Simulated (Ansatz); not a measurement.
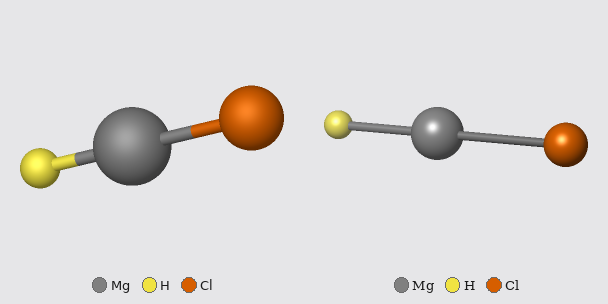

The same structure drawn twice, from different directions.

The geometry was computed by an optimisation with PBE0-D4/def2-TZVP.

Description:

The molecule is ClHMg. This geometry has C∞v symmetry. All atoms lie on one line. Coordination: 1 Mg linear.

More results for the same structure follow; atom numbers are the same in all pictures, views and colours differ.

**Electronic properties**

Level of theory: RKS PBE0-D4/def2-TZVP (Ansatz 0.2.0).

Predict the main results.

- dipole moment: 1.57 D
- harmonic zero-point energy: 16.6 kJ/mol

**Thermal motion**

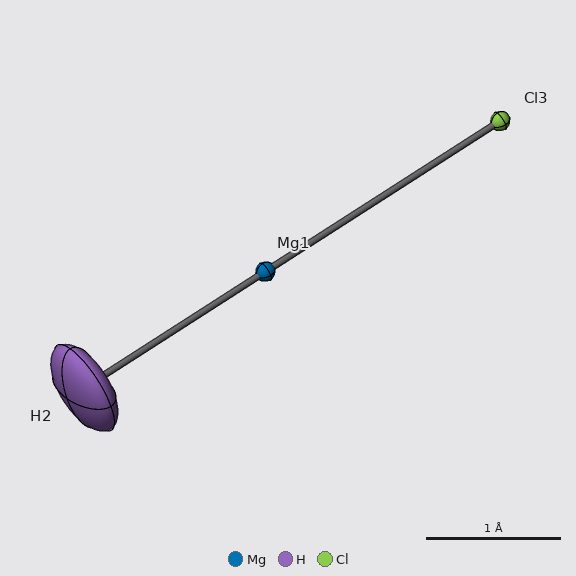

Displacement ellipsoids at the 50 % level, from the internal vibrations of the free molecule (harmonic, no overall translation or rotation; no half-axis is drawn under 0.075 Å). Vibrations computed with RKS PBE0-D4/def2-TZVP (Ansatz 0.2.0). Temperature: 200 K.

List U_eq and the three principal root-mean-square amplitudes for each kind of atom.

```csv
atom,U_eq (Å²),rms amplitudes (Å)
Mg1,0.00050,"0.018, 0.018, 0.030"
H2,0.0424,"0.103, 0.241, 0.241"
Cl3,0.00017,"0.005, 0.005, 0.021"
```

**Vibrations**

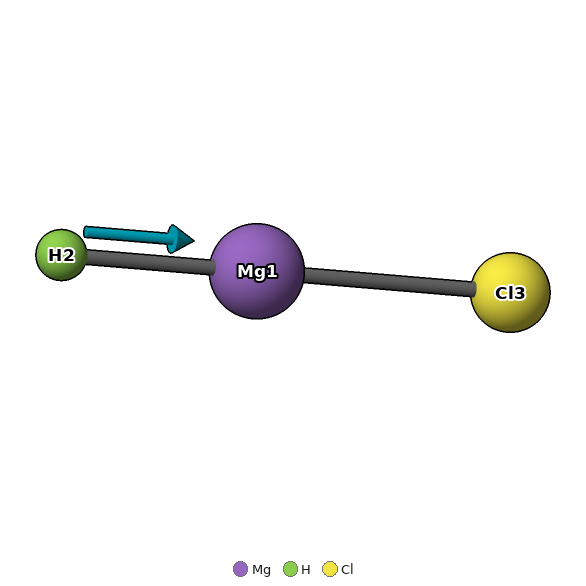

The arrows show one normal mode. Harmonic vibrations computed with RKS PBE0-D4/def2-TZVP (Ansatz 0.2.0) at a stationary point of the same level.

What kind of motion is it?

Mostly Mg–H stretching.

Estimate its harmonic wavenumber.

1672 cm⁻¹; it is mode 4 of 4 counted from the lowest.
